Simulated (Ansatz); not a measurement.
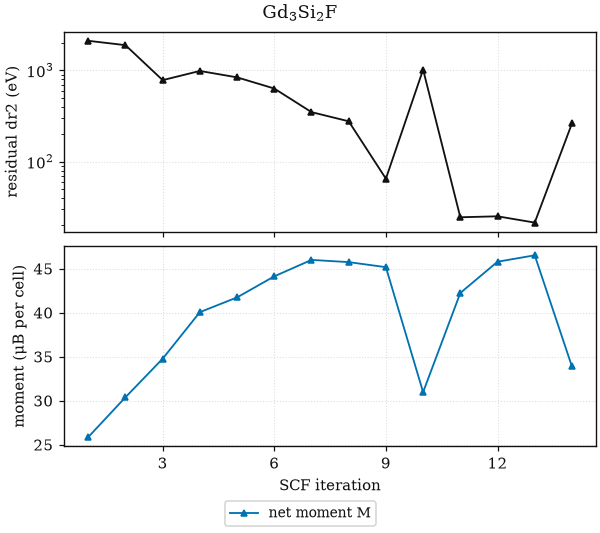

The plot shows the SCF iterations of a calculation: density residual dr2, magnetic moments. dr2 is the charge part; the magnetisation has a residual of its own.

- system: Gd₃Si₂F (P6/mmm, 12 atoms in the cell)
- method: DFT PBE, scalar-relativistic, plane waves, PAW (Ansatz); cutoff 420 eV, 4×4×4 k-mesh, Gaussian smearing of 0.2 eV, collinear spins

Was self-consistency reached?

Answer. It did not finish: the time limit cut it off after 14 iterations. The residual wanders between about 22 and 10³ over the last 7 steps, with no lasting fall.

Read the residual at the first and at the last step drawn.

Answer. It starts near 2.1 × 10³ and ends near 260 eV.

What happens to the magnetisation?

Answer. The net moment doesn't settle. Over the last points it still swings between 31.0 and 46.5 μB per cell.
